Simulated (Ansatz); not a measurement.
**GeCN (doublet): one geometry, many settings**

Aim: run GeCN (doublet) at one geometry under a spread of methods and options, and see what each costs and gives.

Method: the settings change from run to run; program: Ansatz 0.2.0, Gaussian basis.

22 further runs of the same task are left out: 8 that didn't finish, 14 set aside as unsound or not needed. Runs told in other sessions of the task aren't counted.

## (1) The geometry

The geometry is a PBE0/def2-TZVP stationary point (not a proven minimum). No spin-orbit coupling is included. The filled d shell of Ge may be among the frozen orbitals whatever the setting's name suggests.

3 atoms, charge 0, spin multiplicity 2.

Atoms are counted from 1 here; the program's logs count them from 0.

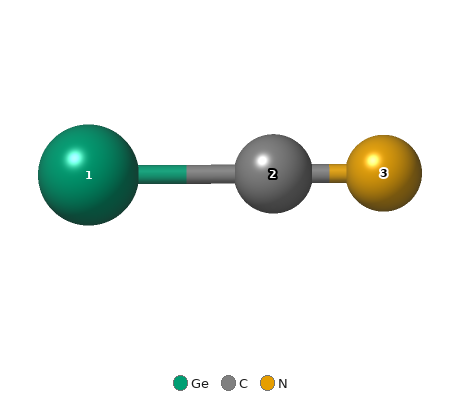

The structure; germanium teal, carbon grey, nitrogen amber; atoms are numbered from 1 in the order of the file.

## (2) HF (ROHF)/cc-pVDZ

The input, in.yaml:

```yaml
crystal:
  periodic: [false, false, false]
  atoms:
    - {symbol: Ge, position_ang: [0.000000, 0.000000, 1.684600]}
    - {symbol: C, position_ang: [0.000000, 0.000000, -0.262100]}
    - {symbol: N, position_ang: [0.000000, 0.000000, -1.422500]}
basis:
  gaussian: {orbitals: cc-pVDZ}
magnetization: {spin_polarized: false, initial_magnetization: 1}
hamiltonian: {xc: hf}
accuracy: high
output: {orbitals: {seedname: orbitals}}
```

Launch:

```bash
ansatz run in.yaml --threads 1 --pin off --events-out ev --progress --plain --max-ram 2393MiB
```

The log of the run:

```text
Functional definition: HF
  name "HF"
  cite "Fock, Z. Phys. 61, 126 (1930) doi:10.1007/BF01340294"
  parent pbe
  exchange = exact_x
  correlation = 0
1073 factors; integrals over basis functions are off by at most 4.4e-9 eV
mean field evaluation 1: about -58980.3092 eV, gradient 3.0e1 eV
mean field evaluation 2: about -58980.3166 eV, gradient 3.0e1 eV
mean field evaluation 4: about -58983.7165 eV, gradient 3.4e0 eV
mean field evaluation 8: about -58983.8209 eV, gradient 1.3e-1 eV
mean field evaluation 16: about -58983.7761 eV, gradient 2.7e0 eV
mean field -58983.82118328 eV, -2167.6154478157 hartree, gradient 2.6e-8 eV, S^2 0.750000; 0 other end points of the search recorded, 0 dependent functions left out
reference -58983.82118328 eV, -2167.6154478157 hartree; 23, 22 occupied and 32, 33 virtual orbitals, 1073 factors
Total energy: -58983.82118328 eV, -2167.6154478157 hartree
```

Wall time 1.4 s (1 thread of Arm Neoverse V2, shared host).

## (3) MP2 on ROHF/cc-pVDZ

in.yaml: that of step 2 with these lines changed.

```diff
@@ -9,4 +9,2 @@
 magnetization: {spin_polarized: false, initial_magnetization: 1}
-hamiltonian: {xc: hf}
-accuracy: high
-output: {orbitals: {seedname: orbitals}}
+correlation: {method: mp2, electrons: outside_noble_gas}
```

Launched as before.

The log of the run, cut to the lines that bear on the results:

```text
Functional definition: HF
  name "HF"
  cite "Fock, Z. Phys. 61, 126 (1930) doi:10.1007/BF01340294"
  parent pbe
[...]
600 factors; integrals over basis functions are off by at most 8.7e-4 eV
[...]
mean field -58983.82110699 eV, -2167.6154450119 hartree, gradient 3.3e-6 eV, S^2 0.750000; 3 other end points of the search recorded, 0 dependent functions left out
[...]
16 core orbitals not correlated: weight in the atoms' cores, before any rotation towards them, 0.999 or more for the frozen orbitals, at most 0.001 for the correlated occupied ones
reference -58983.82110699 eV, -2167.6154450119 hartree; 7, 6 occupied and 32, 33 virtual orbitals, 600 factors
second order -8.98007783 eV of doubles, -0.05819155 eV of singles
Total energy: -58992.85937637 eV, -2167.9475952854 hartree
```

It took 2.1 s on 1 thread of Arm Neoverse V2, shared host.

## (4) MP2 on ROHF/cc-pVDZ

in.yaml: that of step 3 with these lines changed.

```diff
@@ -10 +10,3 @@
 correlation: {method: mp2, electrons: outside_noble_gas}
+scf: {lower_state_search: off}
+output: {forces: true}
```

The command is unchanged.

The log of the run, cut to the lines that bear on the results:

```text
Functional definition: HF
  name "HF"
  cite "Fock, Z. Phys. 61, 126 (1930) doi:10.1007/BF01340294"
  parent pbe
[...]
600 factors; integrals over basis functions are off by at most 8.7e-4 eV
[...]
mean field -58983.82110699 eV, -2167.6154450119 hartree, gradient 3.3e-6 eV, S^2 0.750000; 0 other end points of the search recorded, 0 dependent functions left out
16 core orbitals not correlated: weight in the atoms' cores, before any rotation towards them, 0.999 or more for the frozen orbitals, at most 0.001 for the correlated occupied ones
reference -58983.82110699 eV, -2167.6154450119 hartree; 7, 6 occupied and 32, 33 virtual orbitals, 600 factors
second order -8.98007784 eV of doubles, -0.05819155 eV of singles
[...]
Total energy: -58992.85937637 eV, -2167.9475952855 hartree
Atom 0 at     0.000000     0.000000     1.684600 Å, force    -0.000000    -0.000000     0.501940 eV/Å
Atom 1 at     0.000000     0.000000    -0.262100 Å, force     0.000000     0.000000     3.319052 eV/Å
Atom 2 at     0.000000     0.000000    -1.422500 Å, force    -0.000000    -0.000000    -3.820992 eV/Å
Dipole moment:     0.000000     0.000000     0.657402 e Å
Checks for a lower state left out: starts, cluster_reference, orbital_swaps, neighbouring_geometries, increment
```

Wall time 1.4 s (1 thread of Arm Neoverse V2, shared host).

## (5) CCSD(T) on ROHF/STO-3G

The input, in.yaml:

```yaml
crystal:
  periodic: [false, false, false]
  atoms:
    - {symbol: Ge, position_ang: [0.000000, 0.000000, 1.684600]}
    - {symbol: C, position_ang: [0.000000, 0.000000, -0.262100]}
    - {symbol: N, position_ang: [0.000000, 0.000000, -1.422500]}
basis:
  gaussian: {orbitals: STO-3G, fitting: {mean_field: def2-universal-jkfit}}
magnetization: {spin_polarized: false, initial_magnetization: 1}
hamiltonian: {pseudopotentials: {relativity: scalar}}
correlation: {method: ccsd_t, electrons: valence}
```

Same command.

The log of the run, cut to the lines that bear on the results:

```text
Functional definition: HF
  name "HF"
  cite "Fock, Z. Phys. 61, 126 (1930) doi:10.1007/BF01340294"
  parent pbe
[...]
418 factors; integrals over basis functions are off by at most 1.6e-2 eV
[...]
mean field -58767.33413463 eV, -2159.6596955178 hartree, gradient 1.9e-6 eV, S^2 0.750000; 2 other end points of the search recorded, 0 dependent functions left out
[...]
11 core orbitals not correlated: weight in the atoms' cores, before any rotation towards them, 1.000 or more for the frozen orbitals, at most 0.000 for the correlated occupied ones
reference -58767.33413463 eV, -2159.6596955178 hartree; 12, 11 occupied and 5, 6 virtual orbitals, 418 factors
second order -4.58379642 eV of doubles, -0.01348076 eV of singles
cycle   1  -4.56381127 eV  change    3.4e-2 eV  update   7.0e-2
[...]
cycle  11  -4.89080220 eV  change    1.1e-5 eV  update   2.8e-5
perturbative correction -0.06129946 eV, -0.0022527136 hartree
Total energy: -58772.28623629 eV, -2159.8416818971 hartree
Relativity: scalar
```

Run time: 0.96 s. Hardware: 1 thread of Arm Neoverse V2, shared host.

From the report: correlation -4.9521 eV; T1 0.009; largest double amplitude 0.12.

## (6) HF (ROHF)/cc-pVDZ

The input, in.yaml:

```yaml
crystal:
  periodic: [false, false, false]
  atoms:
    - {symbol: Ge, position_ang: [0.000000, 0.000000, 1.684600]}
    - {symbol: C, position_ang: [0.000000, 0.000000, -0.262100]}
    - {symbol: N, position_ang: [0.000000, 0.000000, -1.422500]}
basis:
  gaussian: {orbitals: cc-pVDZ}
magnetization: {spin_polarized: false, initial_magnetization: 1}
hamiltonian: {xc: hf}
output: {forces: true, orbitals: {seedname: orbitals}}
```

Same command.

The log of the run, cut to the lines that bear on the results:

```text
Functional definition: HF
  name "HF"
  cite "Fock, Z. Phys. 61, 126 (1930) doi:10.1007/BF01340294"
  parent pbe
[...]
600 factors; integrals over basis functions are off by at most 8.7e-4 eV
[...]
mean field -58983.82110699 eV, -2167.6154450119 hartree, gradient 1.2e-5 eV, S^2 0.750000; 0 other end points of the search recorded, 0 dependent functions left out
[...]
reference -58983.82110699 eV, -2167.6154450119 hartree; 23, 22 occupied and 32, 33 virtual orbitals, 600 factors
Total energy: -58983.82110699 eV, -2167.6154450119 hartree
Atom 0 at     0.000000     0.000000     1.684600 Å, force    -0.000000    -0.000000     0.622453 eV/Å
Atom 1 at     0.000000     0.000000    -0.262100 Å, force     0.000000     0.000000    -2.787209 eV/Å
Atom 2 at     0.000000     0.000000    -1.422500 Å, force     0.000000     0.000000     2.164757 eV/Å
Dipole moment:    -0.000000     0.000000     0.735062 e Å
```

Run time: 0.96 s. Hardware: 1 thread of Arm Neoverse V2, shared host.

## (7) NEVPT2(9,7)/STO-3G

in.yaml: that of step 6 with these lines changed.

```diff
@@ -7,5 +7,5 @@
 basis:
-  gaussian: {orbitals: cc-pVDZ}
+  gaussian: {orbitals: STO-3G}
 magnetization: {spin_polarized: false, initial_magnetization: 1}
-hamiltonian: {xc: hf}
-output: {forces: true, orbitals: {seedname: orbitals}}
+correlation: {method: sc_nevpt2, electrons: all, active_space: {window: {electrons: 9, orbitals: 7}}}
+output: {forces: true}
```

The command is unchanged.

The log of the run, cut to the lines that bear on the results:

```text
Functional definition: HF
  name "HF"
  cite "Fock, Z. Phys. 61, 126 (1930) doi:10.1007/BF01340294"
  parent pbe
[...]
309 factors; integrals over basis functions are off by at most 3.1e-5 eV
[...]
mean field -58309.03853738 eV, -2142.8176429629 hartree, gradient 1.5e-6 eV, S^2 0.750000; 3 other end points of the search recorded, 0 dependent functions left out
reference -58309.03853738 eV, -2142.8176429629 hartree; 23, 22 occupied and 5, 6 virtual orbitals, 309 factors
state -58311.88210151 eV, -2142.9221420170 hartree
state -58311.88210151 eV, -2142.9221420170 hartree; corrected -58313.50677981 eV, -2142.9818478435 hartree
[...]
Total energy: -58313.50677981 eV, -2142.9818478435 hartree
Atom 0 at     0.000000     0.000000     1.684600 Å, force     0.000000    -0.000000    -1.642631 eV/Å
Atom 1 at     0.000000     0.000000    -0.262100 Å, force    -0.000000     0.000000     8.123552 eV/Å
Atom 2 at     0.000000     0.000000    -1.422500 Å, force     0.000000    -0.000000    -6.480921 eV/Å
Dipole moment:    -0.000000     0.000000     0.628308 e Å
```

Wall time 2.8 s (1 thread of Arm Neoverse V2, shared host).

From the report: 365 determinants; active occupations 2.00, 1.99, 1.93, 1.92, 1.00, 0.08, 0.08.

## (8) BCCD(T)/cc-pVDZ

The input, in.yaml:

```yaml
crystal:
  periodic: [false, false, false]
  atoms:
    - {symbol: Ge, position_ang: [0.000000, 0.000000, 1.684600]}
    - {symbol: C, position_ang: [0.000000, 0.000000, -0.262100]}
    - {symbol: N, position_ang: [0.000000, 0.000000, -1.422500]}
basis:
  gaussian: {orbitals: cc-pVDZ, point_charges: [{charge: -1.00, position_ang: [4.839, 0.280, -0.568]}]}
magnetization: {spin_polarized: true, initial_magnetization: 1}
hamiltonian: {xc: {name: PBE}, pseudopotentials: {relativity: scalar}}
correlation: {method: bccd_t, electrons: outside_noble_gas}
```

Same command.

The log of the run, cut to the lines that bear on the results:

```text
Functional definition: PBE
  name "PBE"
  cite "Perdew, Burke & Ernzerhof, Phys. Rev. Lett. 77, 3865 (1996) doi:10.1103/PhysRevLett.77.3865"
  parent pbe
[...]
600 factors; integrals over basis functions are off by at most 8.7e-4 eV
[...]
mean field -59497.84548866 eV, -2186.5054926201 hartree, gradient 9.4e-6 eV, S^2 0.753132; 3 other end points of the search recorded, 0 dependent functions left out
16 core orbitals not correlated: weight in the atoms' cores, before any rotation towards them, 0.999 or more for the frozen orbitals, at most 0.001 for the correlated occupied ones
reference -59449.98092625 eV, -2184.7465023952 hartree; 7, 6 occupied and 32, 33 virtual orbitals, 600 factors
second order -9.59045602 eV of doubles, -0.49852306 eV of singles
cycle   1  -9.48949585 eV  change    5.9e-1 eV  update   1.1e-1
[...]
cycle  13  -10.01644758 eV  change    6.0e-6 eV  update   7.2e-6
perturbative correction -0.44305286 eV, -0.0162818924 hartree
Total energy: -59460.44042669 eV, -2185.1308819468 hartree
Relativity: scalar
```

Wall time 6 s (1 thread of Arm Neoverse V2, shared host).

From the report: ⟨S²⟩ of the determinant 0.753 (pure doublet: 0.75); correlation -10.4595 eV; largest double amplitude 0.08.

## (9) HF (UHF)/cc-pVDZ

The input, in.yaml:

```yaml
crystal:
  periodic: [false, false, false]
  atoms:
    - {symbol: Ge, position_ang: [0.000000, 0.000000, 1.684600]}
    - {symbol: C, position_ang: [0.000000, 0.000000, -0.262100]}
    - {symbol: N, position_ang: [0.000000, 0.000000, -1.422500]}
basis:
  gaussian: {orbitals: cc-pVDZ}
magnetization: {spin_polarized: true, initial_magnetization: 1}
hamiltonian: {xc: hf}
output: {forces: true, orbitals: {seedname: orbitals}}
```

Launched as before.

The log of the run, cut to the lines that bear on the results:

```text
Functional definition: HF
  name "HF"
  cite "Fock, Z. Phys. 61, 126 (1930) doi:10.1007/BF01340294"
  parent pbe
[...]
600 factors; integrals over basis functions are off by at most 8.7e-4 eV
[...]
mean field -58983.96981511 eV, -2167.6209099346 hartree, gradient 2.0e-5 eV, S^2 0.849721; 1 other end points of the search recorded, 0 dependent functions left out
[...]
reference -58983.96981511 eV, -2167.6209099346 hartree; 23, 22 occupied and 32, 33 virtual orbitals, 600 factors
Total energy: -58983.96981511 eV, -2167.6209099346 hartree
Atom 0 at     0.000000     0.000000     1.684600 Å, force    -0.000000    -0.000000     0.397425 eV/Å
Atom 1 at     0.000000     0.000000    -0.262100 Å, force     0.000000     0.000000    -1.528884 eV/Å
Atom 2 at     0.000000     0.000000    -1.422500 Å, force     0.000000     0.000000     1.131459 eV/Å
Dipole moment:    -0.000000     0.000000     0.723257 e Å
```

Run time: 2.4 s. Hardware: 1 thread of Arm Neoverse V2, shared host.

From the report: ⟨S²⟩ of the determinant 0.850 (pure doublet: 0.75).

## (10) CISD/cc-pVDZ

The input, in.yaml:

```yaml
crystal:
  periodic: [false, false, false]
  atoms:
    - {symbol: Ge, position_ang: [0.000000, 0.000000, 1.684600]}
    - {symbol: C, position_ang: [0.000000, 0.000000, -0.262100]}
    - {symbol: N, position_ang: [0.000000, 0.000000, -1.422500]}
basis:
  gaussian: {orbitals: cc-pVDZ}
magnetization: {spin_polarized: false, initial_magnetization: 1}
correlation: {active_space: {ras: {orbitals: [6, 1, 32], electrons: 13, max_holes: 2, max_particles: 2}, fixed_orbitals: true}}
scf: {lower_state_search: full}
```

Launched as before.

The log of the run:

```text
Functional definition: HF
  name "HF"
  cite "Fock, Z. Phys. 61, 126 (1930) doi:10.1007/BF01340294"
  parent pbe
  exchange = exact_x
  correlation = 0
600 factors; integrals over basis functions are off by at most 8.7e-4 eV
mean field evaluation 1: about -58980.3133 eV, gradient 3.0e1 eV
mean field evaluation 2: about -58980.3174 eV, gradient 3.0e1 eV
mean field evaluation 4: about -58983.7163 eV, gradient 3.4e0 eV
mean field evaluation 8: about -58983.8209 eV, gradient 1.3e-1 eV
mean field evaluation 16: about -58983.8211 eV, gradient 4.6e-4 eV
mean field evaluation 32: about -58914.9277 eV, gradient 7.6e1 eV
mean field evaluation 64: about -58983.8202 eV, gradient 2.7e-1 eV
mean field evaluation 96: about -58973.5847 eV, gradient 4.7e1 eV
mean field -58983.82110699 eV, -2167.6154450119 hartree, gradient 3.3e-6 eV, S^2 0.750000; 8 other end points of the search recorded, 0 dependent functions left out
reference -58983.82110699 eV, -2167.6154450119 hartree; 23, 22 occupied and 32, 33 virtual orbitals, 600 factors
state -58992.34187035 eV, -2167.9285772897 hartree
Total energy: -58992.34187035 eV, -2167.9285772897 hartree
```

It took 5.5 s on 1 thread of Arm Neoverse V2, shared host.

From the report: 25,939 determinants.

## (11) The runs in one table

Where basis and cores are those of an earlier UCCSDT(Q)/cc-pVDZ run (-58993.8138 eV), and the records show the same count of frozen orbitals and kind of state, the miss against it is given; a blank cell means that this couldn't be shown.

```
                                                                   level         correlated  functions  energy (eV)  from UCCSDT(Q) (meV)    time
                                                       HF (ROHF)/cc-pVDZ                            55  -58983.8212                9992.7   1.4 s
                                                     MP2 on ROHF/cc-pVDZ  outside noble gas         55  -58992.8594                 954.5   2.1 s
                                                     MP2 on ROHF/cc-pVDZ  outside noble gas         55  -58992.8594                 954.5   1.4 s
                                 CCSD(T) on ROHF/STO-3G (relativity set)            valence         28  -58772.2862                        0.96 s
                                                       HF (ROHF)/cc-pVDZ                            55  -58983.8211                9992.7  0.96 s
                                                      NEVPT2(9,7)/STO-3G                all         28  -58313.5068                         2.8 s
BCCD(T)/cc-pVDZ (beside a point charge, on PBE orbitals, relativity set)  outside noble gas         55  -59460.4404                           6 s
                                                        HF (UHF)/cc-pVDZ                            55  -58983.9698                9844.0   2.4 s
                                                            CISD/cc-pVDZ  outside noble gas         55  -58992.3419                1472.0   5.5 s
```

## (12) Results

| quantity | value |
| --- | --- |
| runs | 9 |
| quickest | CCSD(T) on ROHF/STO-3G (relativity set), 0.96 s |
| slowest | BCCD(T)/cc-pVDZ (beside a point charge, on PBE orbitals, relativity set), 6 s |

In words: Total energies in different bases, with other cores or another treatment of relativity can't be set against each other. «valence» and «outside noble gas» are the program's key words; the logs give how many orbitals each freezes, and for Ga to Kr the 3d shell needn't follow the word's plain sense. BCCD(T)/cc-pVDZ (beside a point charge, on PBE orbitals, relativity set) took 6 times as long as CCSD(T) on ROHF/STO-3G (relativity set); the jobs differ in more than the method. Among the correlated runs with a miss given, it spans +954 to +1472 meV. Hartree-Fock, CASSCF and CASCI lack dynamic correlation by design.
